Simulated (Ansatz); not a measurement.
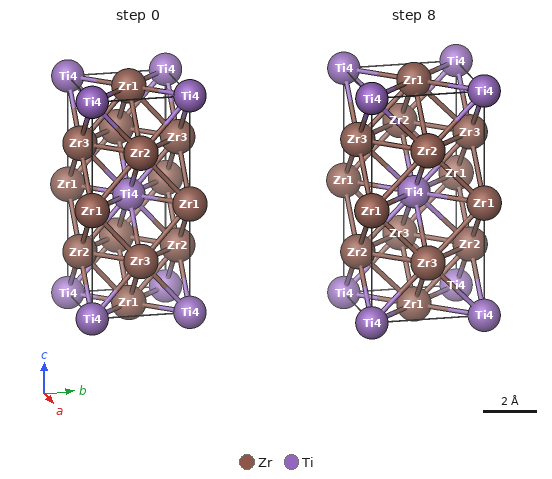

The structure of solid Zr3Ti (built on the TiAl3 (D0_22)_139 type) (coarse preliminary run) before (left) and after (right) a relaxation, at one scale.

A ball-and-stick model of the conventional cell (2 times the calculation's cell), seen slightly off an axis. Lengths and directions refer to the drawn axes.

Case: TiAl3 (D0_22) type (I4/mmm, No. 139).

Level of theory: DFT PBE, scalar-relativistic, plane waves, PAW in Ansatz. (plane-wave cutoff 420 eV; k-point mesh 6 × 6 × 6; occupations gaussian; smearing width 0.1 eV; no spin polarisation; cell and atoms relaxed; force threshold 0.04 eV/Å; at most 70 steps)

### Describe what moved and what it gained.

No atom moves by more than 0.005 Å relative to the cell. The volume changes by +36.9 %, with a = b 3.846 → 4.421 Å (+15.0 %), c 8.591 → 8.898 Å (+3.6 %). Among the contacts that change: Zr1–Ti4 2.719 → 3.126 Å, Zr2–Zr3 2.719 → 3.126 Å, Zr2–Ti4 2.883 → 3.136 Å, Zr1–Zr2 2.883 → 3.136 Å. The space group stays I4/mmm (No. 139). Over 6 accepted moves (8 points after the start) the energy falls by 721 meV per atom. All forces vanish by symmetry, so only the cell relaxes. The pressure goes from 47.60 to 0.01 GPa. At 2 points the geometry stayed and the basis and grid were re-selected for the new cell (energy shift of 7.8 meV per atom at most each time). Cost: 41 s on 1 thread of Intel(R) Xeon(R) Platinum 8488C (Sapphire Rapids), with other jobs on the host, peak memory 0.47 GiB.
